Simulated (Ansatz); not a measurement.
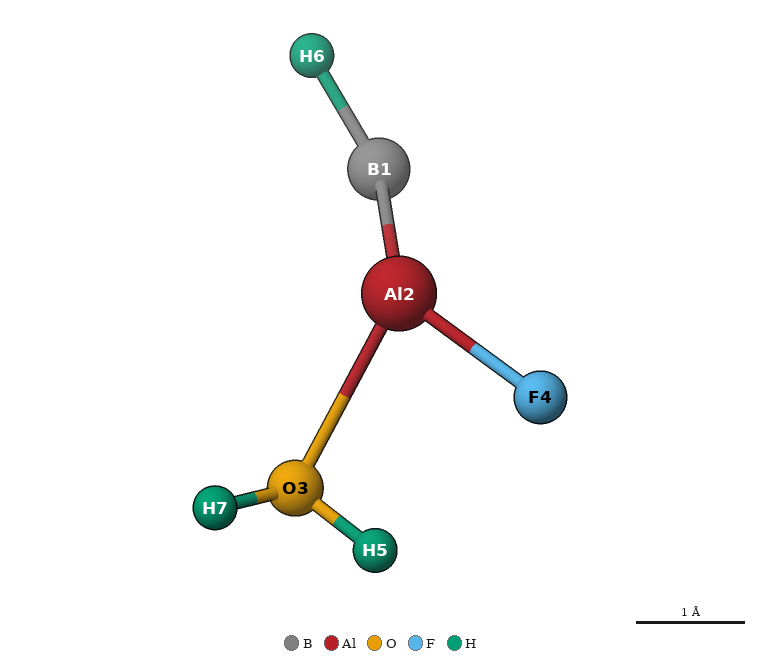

Atoms carry their numbers in the input. The computed structure is the end point of a PBE-D4/def2-SVP optimisation. No frequency run is at hand to confirm it as a minimum.

Estimate the angles Al2–B1–H6, B1–Al2–O3, B1–Al2–F4, O3–Al2–F4, Al2–O3–H5, Al2–O3–H7, H5–O3–H7.

```tsv
angle	degrees
Al2–B1–H6	126.2
B1–Al2–O3	109.0
B1–Al2–F4	129.9
O3–Al2–F4	84.8
Al2–O3–H5	96.9
Al2–O3–H7	115.6
H5–O3–H7	106.1
```
